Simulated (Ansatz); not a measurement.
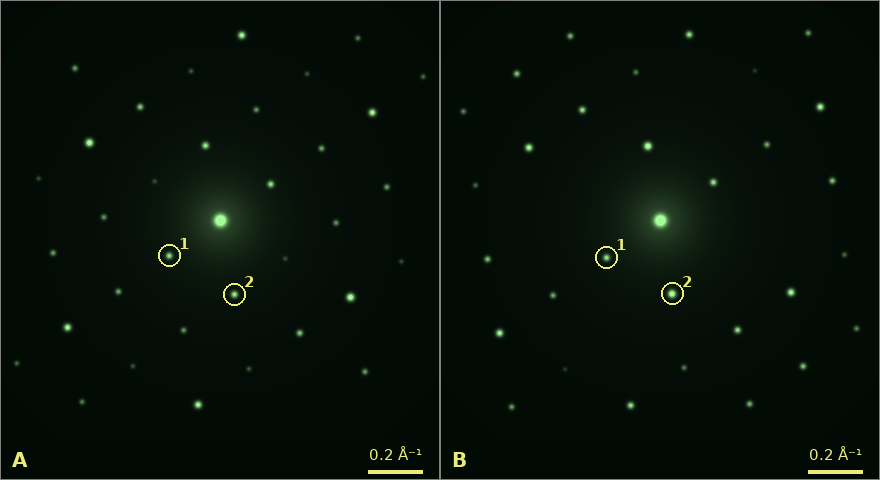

Kinematic electron diffraction patterns (200 kV, B = 0.5 Å², same scale) along [111] of the run's own cell, for the start and the end of one relaxation of Sc3I2 with DFT PBE, scalar-relativistic, plane waves, PAW (Ansatz 0.2.0). k mesh 12×12×6. The start is a generated model structure, and the relaxation ends in the nearest stationary point of its symmetry, not necessarily the ground state. Spot 1 is -1 1 0 and spot 2 is -1 0 1 in both.

Start structure:

```
CELL_PARAMETERS angstrom
4.69845 0.00000 0.00000
-2.34923 4.06898 0.00000
0.00000 0.00000 7.31003
ATOMIC_POSITIONS crystal
Sc 0.00000 0.00000 0.00000
Sc 0.33333 0.66667 0.64500
Sc 0.66667 0.33333 0.35500
I 0.33333 0.66667 0.24500
I 0.66667 0.33333 0.75500
```

Which pattern belongs to the start structure, and which to the relaxed one?

Answer. B is the start: its cell gives d(1) = 4.069 Å, d(2) = 3.555 Å and an angle of 64.1°. A is the relaxed structure, with d(1) = 4.282 Å (+5.2 %), d(2) = 3.509 Å (-1.3 %) and 65.8°.

Name reflections whose intensity changes strongly on relaxation.

Answer. 2 -1 -1 comes into sight; 1 0 -1 goes from 100 to 41 % of the strongest spot; 2 -3 1 goes from 21 to 9.7 % of the strongest spot.

What did the relaxation do to the structure and the energy?

Answer. The volume changed by -7.3 % to 25.92 Å³ an atom; with the mean shift removed, the atoms moved by up to 0.33 Å relative to the cell (I most); the space group stayed P-3m1 (No. 164); the free energy fell by 57 meV an atom. Relaxed cell: a = 4.945 Å, b = 4.945 Å, c = 6.120 Å, α = 90.00°, β = 90.00°, γ = 120.00°.
